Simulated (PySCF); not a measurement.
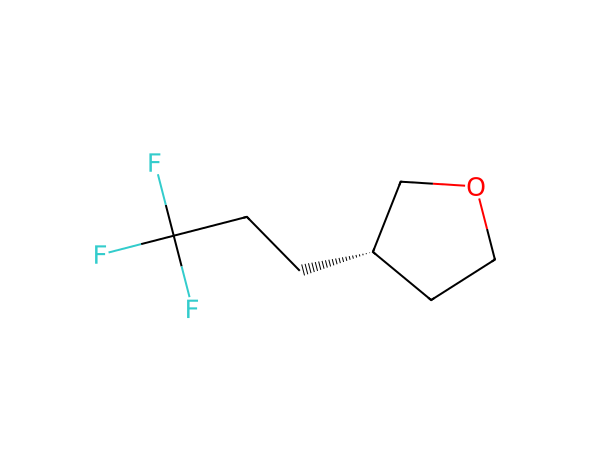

2D structure.

**Transcribe the drawing into SMILES.**

FC(F)(F)CC[C@H]1CCOC1

**Give the formula, hydrogens included.**

C7H11F3O.

**An optimisation with PBE0-D3(BJ)/def2-SVP gave a structure of which point group?**

C1.

More results for the same structure follow; atom numbers are the same in all pictures, views and colours differ. The geometry was computed by an optimisation with PBE0-D3(BJ)/def2-SVP. No frequency run is at hand to confirm it as a minimum.

### Geometry

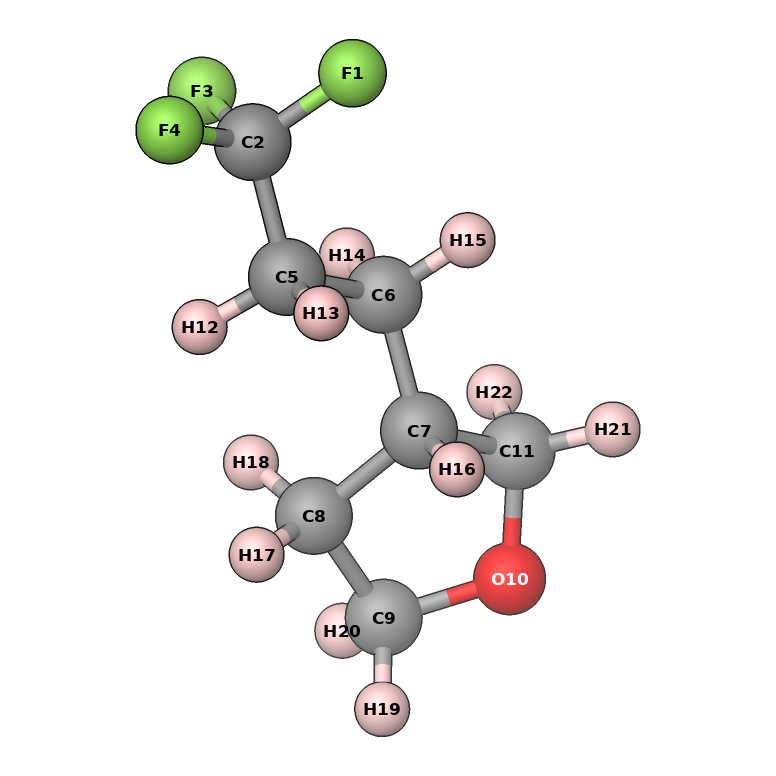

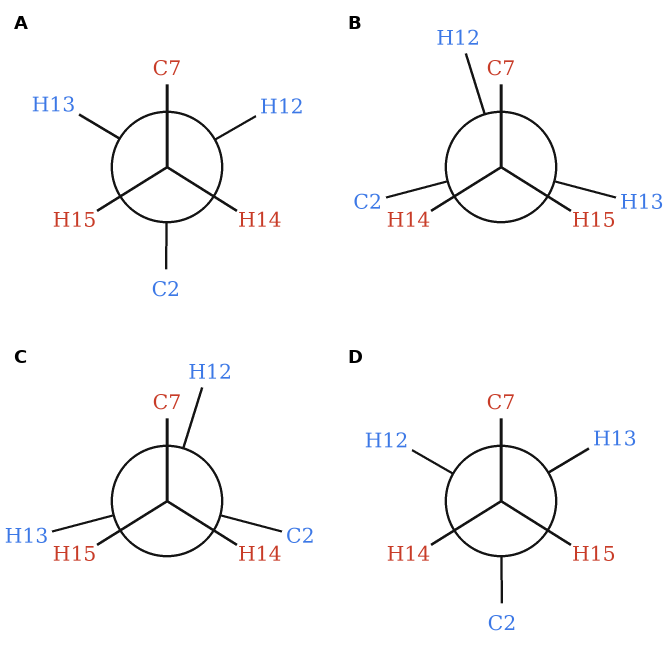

Distant atoms are faded towards the background colour. Bonds that would overlap in a projection are set slightly apart. No frequency run is at hand to confirm it as a minimum.

**Which Newman projection shows the view along C6–C5, with C6 in front?**

D. The torsion angle C7–C6–C5–C2 is 179°, antiperiplanar (anti).

### Charges

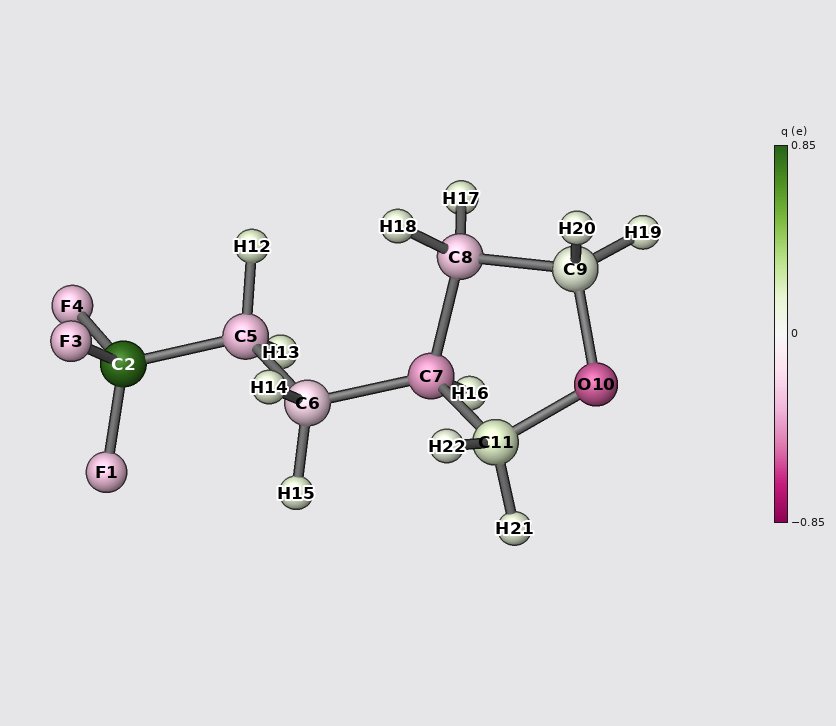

Atoms are coloured by their Mulliken charges. No frequency run is at hand to confirm it as a minimum. Level of theory: PBE0/pcSseg-1 in dichloromethane (IEF-PCM) (PySCF 2.14.0).

**Which atom carries the highest charge (most positive or least negative)?**

C2 (0.80 e).

**And the lowest?**

O10 (−0.55 e).

Give the Mulliken charges atom by atom.

| atom | value (e) |
| --- | --- |
| F1 | −0.28 |
| C2 | 0.80 |
| F3 | −0.28 |
| F4 | −0.28 |
| C5 | −0.30 |
| C6 | −0.20 |
| C7 | −0.40 |
| C8 | −0.26 |
| C9 | 0.10 |
| O10 | −0.55 |
| C11 | 0.17 |
| H12 | 0.17 |
| H13 | 0.16 |
| H14 | 0.13 |
| H15 | 0.14 |
| H16 | 0.13 |
| H17 | 0.15 |
| H18 | 0.13 |
| H19 | 0.12 |
| H20 | 0.11 |
| H21 | 0.13 |
| H22 | 0.10 |

### NMR shielding

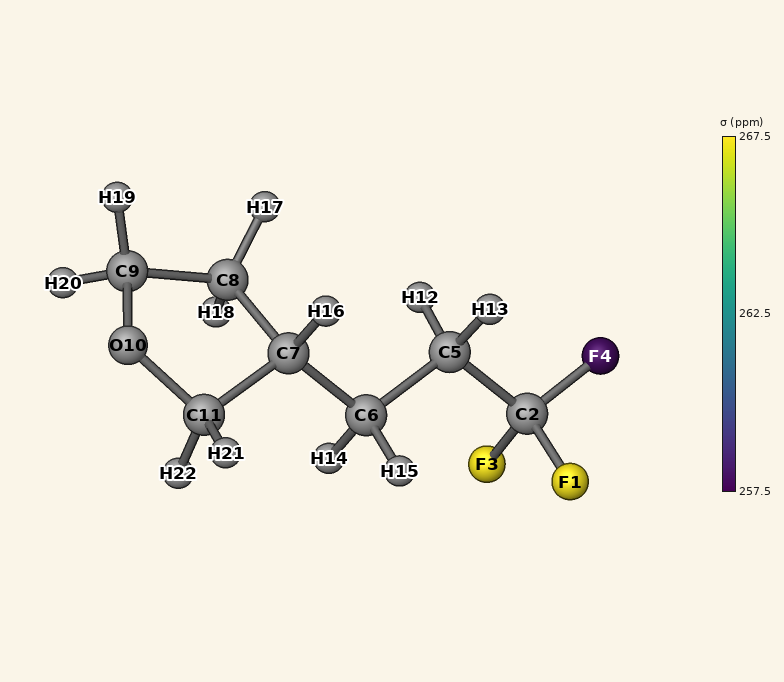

Atoms are coloured by their isotropic NMR shieldings (F only, the others grey). No frequency run is at hand to confirm it as a minimum. Level of theory: GIAO PBE0/pcSseg-1 NMR shielding, non-relativistic, IEF-PCM tetrahydrofuran (PySCF 2.14.0).

Give the isotropic NMR shieldings of the F atoms atom by atom.

| atom | σ (ppm) |
| --- | --- |
| F1 | 267.4 |
| F3 | 267.4 |
| F4 | 257.9 |

### Electronic properties

No frequency run is at hand to confirm it as a minimum. Method: PBE0/pcSseg-1 in tetrahydrofuran (IEF-PCM) (PySCF 2.14.0).

**Estimate the HOMO–LUMO gap.**

8.71 eV.

**What is the HOMO energy (Kohn–Sham orbital)?**

−7.23 eV.

**Give the dipole moment at this level.**

1.61 D.

Mulliken values depend strongly on the basis set and can even reverse the polarity of a bond.
